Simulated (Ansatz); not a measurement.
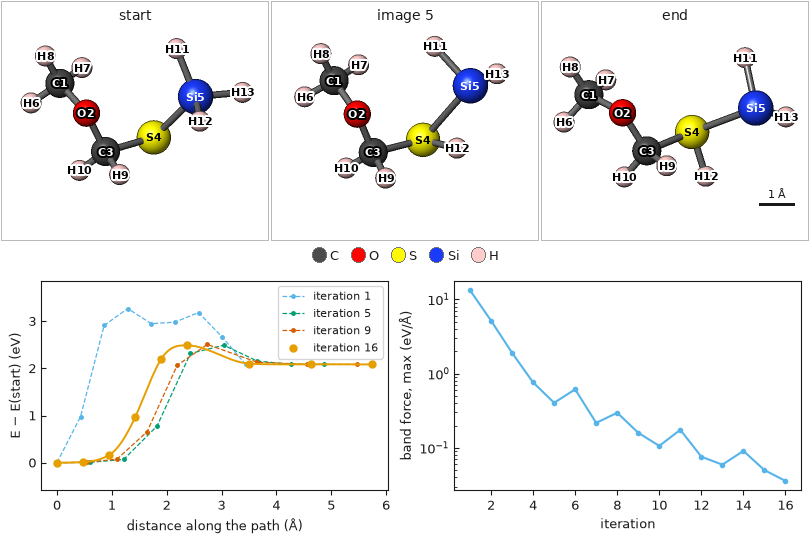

NEB run on C₂H₈OSSi. Images are numbered from 0 (start) to 8 (end). The plot follows the band through its iterations. Style: ball-and-stick. Shown face on.

Computed with Ansatz 0.2.0, UKS PBE-D4/6-31G*. Settings: 7 movable images; climbing image; force threshold 0.05 eV/Å; iteration limit 60; starting path by straight interpolation.

### Judge this run.

The run is converged, with reservations. The band converged in 16 iterations. The largest component of the band force went from 13 to 0.036 eV/Å. The climbing image converged on the top of the path. Its curvatures weren't checked. The straight starting path can push atoms close together and costs iterations. The first iteration put the highest image at 3.27 eV. Forward barrier 2.49 eV, backward barrier 0.40 eV, with image 5 at the top; the reaction energy is +2.08 eV.
